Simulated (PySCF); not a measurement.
# BH3F− (SMILES [BH3-]F): PBE/STO-6G

Aim: the energy change on altering one bond length of BH3F− at PBE/STO-6G, from 2 runs. The job is set up through a Python script.

The results are computed with PySCF 2.14.0.

11 further runs of the same task are left out: 3 that didn't finish, 8 set aside as unsound or not needed.

**1. The structure to begin with**

BH3F−: 5 atoms, total charge -1, spin state singlet. As SMILES, `[BH3-]F`. The coordinates come from a GFN2-xTB relaxation.

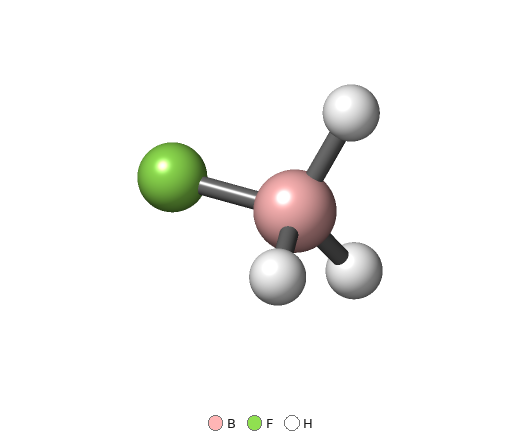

Viewed from a chosen angle; boron pink, fluorine green, hydrogen white.

**2. A single-point energy at PBE/STO-6G**

The input, job.py:

```python
from pyscf import gto, dft

mol = gto.M(
    atom='''
B     -0.035750     0.029280    -0.033890
F      0.855550    -0.717910     0.826970
H     -1.067340     0.264210     0.588100
H     -0.274560    -0.651290    -1.027540
H      0.522090     1.075700    -0.353640
''',
    verbose=3,
    max_memory=1860,
    basis='sto-6g',
    charge=-1,
)

ks = dft.RKS(mol, xc='pbe')
ks.conv_tol = 1e-10
ks.grids.level = 5
ks.kernel()
if not ks.converged:
    ks = ks.newton().run(ks.mo_coeff, ks.mo_occ)

e_tot = ks.e_tot
print('Final energy', e_tot)
```

Command:

```sh
OMP_NUM_THREADS=1 python job.py
```

The program printed:

```text
converged SCF energy = -125.689910355692
Final energy -125.68991035569215
```

Wall time 2.3 s (1 thread of Arm Neoverse V1, shared host); peak memory 0.17 GiB.

**3. The distorted shape at the same level**

The input, calc.py:

```python
from pyscf import gto, dft

mol = gto.M(
    atom='''
B     -0.147312    -0.179993     0.030057
F      0.743988    -0.927183     0.890917
H     -1.178902     0.054937     0.652047
H     -0.386122    -0.860563    -0.963593
H      0.522090     1.075700    -0.353640
''',
    spin=0,
    max_memory=1860,
    verbose=4,
    basis='sto-6g',
    charge=-1,
)

mf = dft.RKS(mol, xc='pbe')
mf.conv_tol = 1e-10
mf.grids.level = 5
mf.kernel()
if not mf.converged:
    mf = mf.newton().run(mf.mo_coeff, mf.mo_occ)

energy = mf.e_tot
print(f'total energy: {energy:.8f} hartree')
```

Command:

```sh
OMP_NUM_THREADS=1 python calc.py
```

The program printed:

```text
PySCF version 2.14.0

[INPUT] num. atoms = 5
[INPUT] num. electrons = 18
[INPUT] charge = -1
[INPUT] spin (= nelec alpha-beta = 2S) = 0
[INPUT] symmetry False subgroup None
[INPUT] Mole.unit = angstrom
[INPUT] Symbol           X                Y                Z      unit          X                Y                Z       unit  Magmom
[INPUT]  1 B     -0.147312000000  -0.179993000000   0.030057000000 AA   -0.278379334862  -0.340137474339   0.056799498126 Bohr   0.0
[INPUT]  2 F      0.743988000000  -0.927183000000   0.890917000000 AA    1.405933559963  -1.752121937353   1.683589129719 Bohr   0.0
[INPUT]  3 H     -1.178902000000   0.054937000000   0.652047000000 AA   -2.227801907702   0.103815884105   1.232190250344 Bohr   0.0
[INPUT]  4 H     -0.386122000000  -0.860563000000  -0.963593000000 AA   -0.729664830669  -1.626228382934  -1.820926865548 Bohr   0.0
[INPUT]  5 H      0.522090000000   1.075700000000  -0.353640000000 AA    0.986607112374   2.032778392195  -0.668282746691 Bohr   0.0

nuclear repulsion = 29.6960860162314
number of shells = 9
number of NR pGTOs = 78
number of NR cGTOs = 13
basis = sto-6g
ecp = {}

******** <class 'pyscf.dft.rks.RKS'> ********
method = RKS
initial guess = minao
damping factor = 0
level_shift factor = 0
DIIS = <class 'pyscf.scf.diis.CDIIS'>
diis_start_cycle = 1
diis_space = 8
diis_damp = 0
SCF conv_tol = 1e-10
SCF conv_tol_grad = None
SCF max_cycles = 50
direct_scf = True
direct_scf_tol = 1e-13
XC library pyscf.dft.libxc version 7.0.0
    S. Lehtola, C. Steigemann, M. J.T. Oliveira, and M. A.L. Marques.,  SoftwareX 7, 1–5 (2018)
XC functionals = pbe
    J. P. Perdew, K. Burke, and M. Ernzerhof.,  Phys. Rev. Lett. 77, 3865 (1996)
    J. P. Perdew, K. Burke, and M. Ernzerhof.,  Phys. Rev. Lett. 78, 1396 (1997)
    J. P. Perdew, K. Burke, and M. Ernzerhof.,  Phys. Rev. Lett. 77, 3865 (1996)
    J. P. Perdew, K. Burke, and M. Ernzerhof.,  Phys. Rev. Lett. 78, 1396 (1997)
radial grids:
    Treutler-Ahlrichs [JCP 102, 346 (1995); DOI:10.1063/1.469408] (M4) radial grids

becke partition: Becke, JCP 88, 2547 (1988); DOI:10.1063/1.454033
pruning grids: <function nwchem_prune>
grids dens level: 5
symmetrized grids: False
atomic radii adjust function: <function treutler_atomic_radii_adjust>
small_rho_cutoff = 0
Set gradient conv threshold to 1e-05
Initial guess from minao.
tot grids = 157656
init E= -125.560949479995
  HOMO = -0.267944137413915  LUMO = 0.185174701517849  gap/eV = 12.32999
cycle= 1 E= -125.634429844947  delta_E= -0.0735  |g|= 0.283  |ddm|= 2.28
  HOMO = 0.348127871519393  LUMO = 0.605547192532187  gap/eV = 7.00474
cycle= 2 E= -125.601900197714  delta_E= 0.0325  |g|= 0.45  |ddm|=  1.2
  HOMO = 0.236664030251576  LUMO = 0.623639780650709  gap/eV = 10.53015
cycle= 3 E= -125.670388599352  delta_E= -0.0685  |g|= 0.0318  |ddm|= 0.674
  HOMO = 0.231228860932025  LUMO = 0.615728961806851  gap/eV = 10.46278
cycle= 4 E= -125.670725940434  delta_E= -0.000337  |g|= 0.0129  |ddm|= 0.0643
  HOMO = 0.23120343402293  LUMO = 0.616482084635994  gap/eV = 10.48397
cycle= 5 E= -125.670784308323  delta_E= -5.84e-05  |g|= 0.00168  |ddm|= 0.0193
  HOMO = 0.230968382036927  LUMO = 0.616790251943877  gap/eV = 10.49875
cycle= 6 E= -125.670785932027  delta_E= -1.62e-06  |g|= 0.00012  |ddm|= 0.00381
  HOMO = 0.230927403473471  LUMO = 0.616788804374497  gap/eV = 10.49982
cycle= 7 E= -125.670785938255  delta_E= -6.23e-09  |g|= 2.82e-06  |ddm|= 0.000222
  HOMO = 0.230927373437753  LUMO = 0.616788142376236  gap/eV = 10.49981
cycle= 8 E= -125.670785938259  delta_E= -3.95e-12  |g|= 2.01e-07  |ddm|= 5.34e-06
  HOMO = 0.230927451108832  LUMO = 0.616788114631664  gap/eV = 10.49980
Extra cycle  E= -125.670785938259  delta_E= -2.56e-13  |g|= 2.04e-07  |ddm|= 6.89e-07
converged SCF energy = -125.670785938259
total energy: -125.67078594 hartree
```

It took 2.4 s on 1 thread of Arm Neoverse V1, shared host; peak memory 0.17 GiB.

**4. Results**

Level: PBE/STO-6G.

```
                                                              quantity          value
                                             first shape: total energy  -125.68991 Eh
                                              first shape: HOMO energy        6.72 eV
                                              first shape: LUMO energy       18.55 eV
    first shape: HOMO–LUMO gap (to an unbound level, set by the basis)       11.82 eV
                                         distorted shape: total energy  -125.67079 Eh
                                          distorted shape: HOMO energy        6.28 eV
                                          distorted shape: LUMO energy       16.78 eV
distorted shape: HOMO–LUMO gap (to an unbound level, set by the basis)       10.50 eV
     energy change with the B1–H5 bond stretched from 1.228 to 1.474 Å       0.520 eV
```

In words: With the B1–H5 bond stretched from 1.228 to 1.474 Å the energy rises by 0.52 eV (50.2 kJ/mol). The first shape isn't relaxed at this level, so the change isn't measured from a minimum. The minimal basis adds a large error of its own. Mulliken charges (first shape) run from -0.28 on F2 to -0.11 on B1; they depend strongly on the basis. The HOMO (first shape) lies at positive energy, 6.72 eV, as semi-local functionals often give for anions; only total energies tell whether the electron is bound. The HOMO (distorted shape) lies at positive energy, 6.28 eV, as semi-local functionals often give for anions; only total energies tell whether the electron is bound.
